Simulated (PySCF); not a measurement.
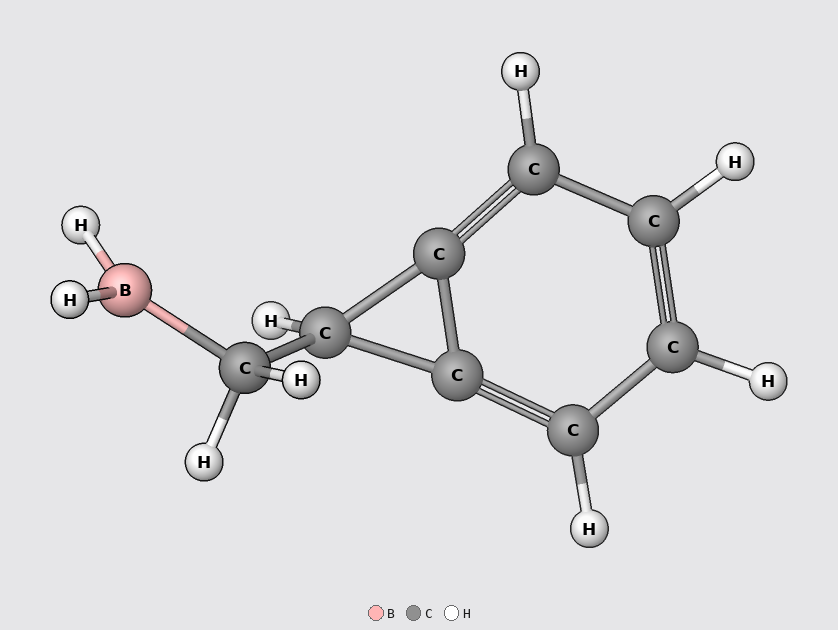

Ball-and-stick drawing of a structure. Double and triple bonds are drawn as two and three sticks.

Describe the molecule.

It has 18 atoms: 8 carbon, 9 hydrogen and 1 boron (C8H9B). As SMILES it reads `BCC1c2ccccc21`. Independent rings (smallest set): 1 of 3 members, 1 of 6 members, 1 of them aromatic. Among its groups: B–H bond. This geometry has C1 symmetry. Coordination, clear cases only: 1 B trigonal planar; 1 C tetrahedral; 2 C T-shaped; 4 C trigonal planar.

The parts below concern this one geometry. Atoms keep their numbers from picture to picture. The geometry was computed by an optimisation with PBE0-D3(BJ)/def2-SVP. No frequency run is at hand to confirm it as a minimum.

## Electronic properties

No frequency run is at hand to confirm it as a minimum. Method: CAM-B3LYP/def2-SVPD, gas phase (PySCF 2.14.0). Excitations: vertical, linear response.

Computed properties:

- dipole moment: 0.56 D
- HOMO energy (Kohn–Sham orbital): −8.08 eV
- LUMO energy (Kohn–Sham orbital): −0.26 eV
- HOMO–LUMO gap: 7.83 eV
- mean static polarisability: 104.3 bohr³
- lowest vertical singlet excitation: 5.21 eV
- its oscillator strength: 0.065
- brightest of the 10 lowest singlets: 6.77 eV
- its oscillator strength: 0.10

## Quadrupole coupling

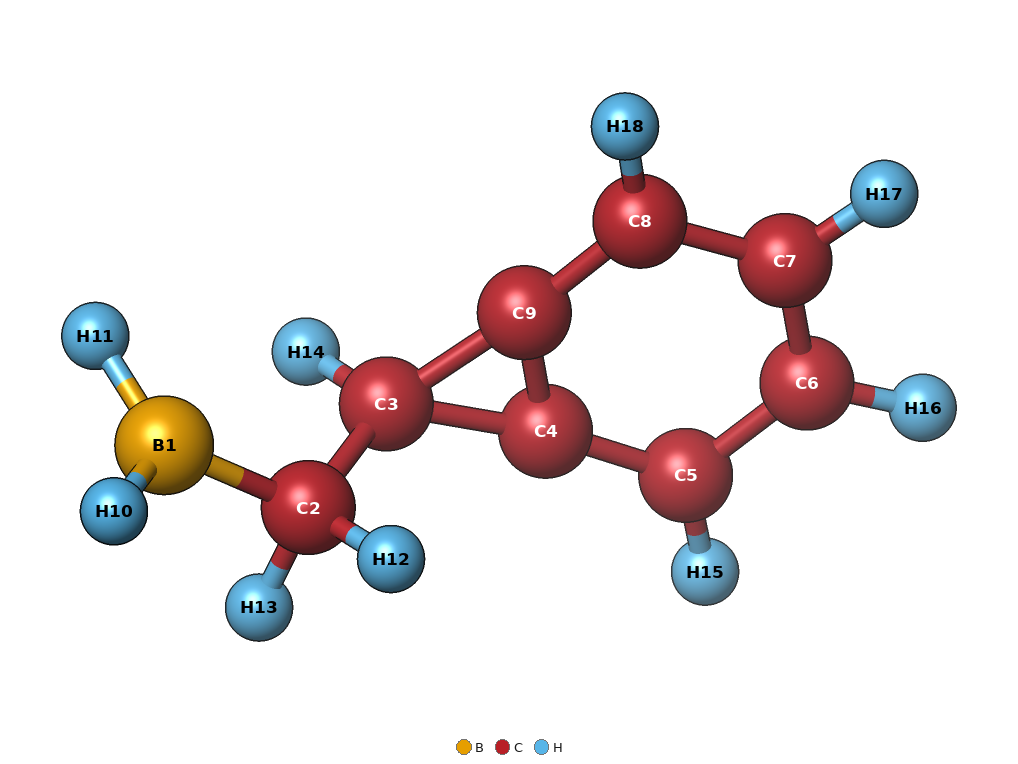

No frequency run is at hand to confirm it as a minimum. Electric field gradients from the ground-state density, PBE0/pcSseg-1 (PySCF 2.14.0), non-relativistic apart from any core potentials.

Give the largest field-gradient component, the quadrupole coupling constant and the asymmetry for 11B at B1 (Q = 40.59 mb).

| atom | V_zz (a.u.) | e²qQ/h (MHz) | η |
| --- | --- | --- | --- |
| B1 | 0.633 | 6.04 | 0.05 |

## NMR shielding

The questions are on isotropic NMR shieldings of the H atoms. No frequency run is at hand to confirm it as a minimum. Method: GIAO PBE0/pcSseg-1 NMR shielding, non-relativistic, gas phase (PySCF 2.14.0).

> Which H atom is the most shielded (lowest chemical shift)?

H13 (29.29 ppm).

> Which H atom is the least shielded (highest chemical shift)?

H11 (23.15 ppm).

> How wide is the range of H shifts?

6.14 ppm.

List the isotropic NMR shieldings of the H atoms.

```csv
atom,σ (ppm)
H10,23.43
H11,23.15
H12,29.17
H13,29.29
H14,27.04
H15,23.89
H16,23.97
H17,24.00
H18,23.98
```

## Ring current

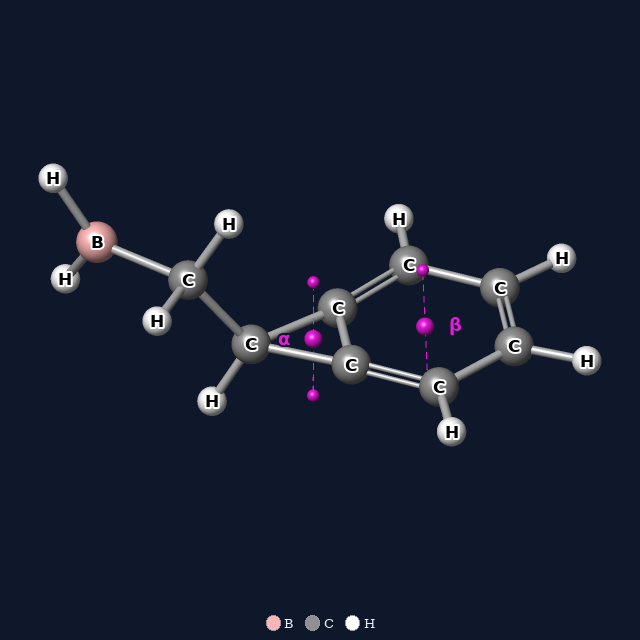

The small points mark where nucleus-independent chemical shifts (NICS) were computed: at the centre of each lettered ring and 1 Å above and below it. No frequency run is at hand to confirm it as a minimum. Method: GIAO HF/pcSseg-1 NMR shielding, non-relativistic, gas phase (PySCF 2.14.0).

Give NICS(0), NICS(1) and the out-of-plane component NICS(1)zz for each ring (means of the two sides).

| ring | members | NICS(0) | NICS(1) | NICS(1)zz |
| --- | --- | --- | --- | --- |
| α | C3 | −21.6 | −7.9 | −14.5 |
| β | C6 | −9.8 | −12.7 | −30.4 |

Values in ppm.

> What do the values say about the ring currents?

Ring β: diatropic, as in an aromatic ring. NICS is one index among several.
